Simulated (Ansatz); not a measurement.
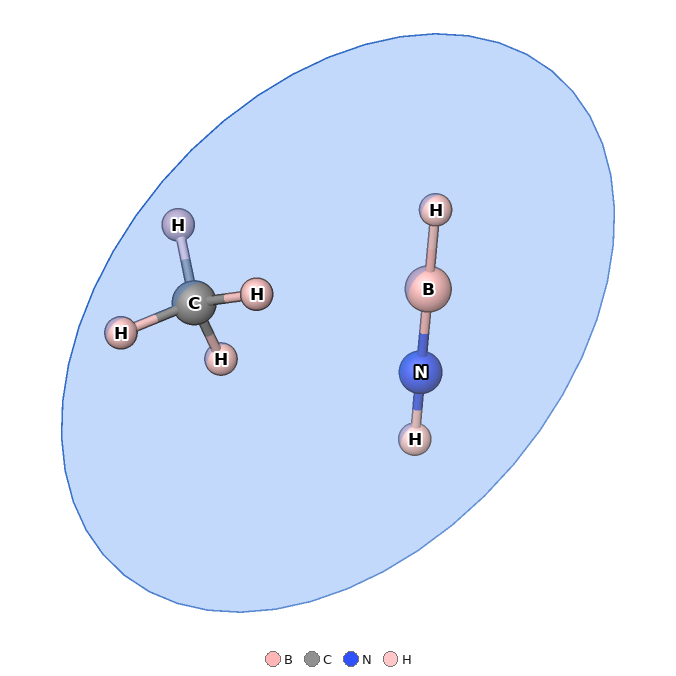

All proper rotation axes (lines) and mirror planes (discs) of the structure are drawn in. Depth is shown by fading: the farther an atom, the more it takes the colour of the background. Computed geometry: PBE0-D4/def2-TZVP optimisation. No frequency run is at hand to confirm it as a minimum.

### Name the symmetry elements and the point group.

It has 1 mirror plane. Point group Cs. The group has 2 operations. The geometry is achiral, and symmetry allows a dipole moment.
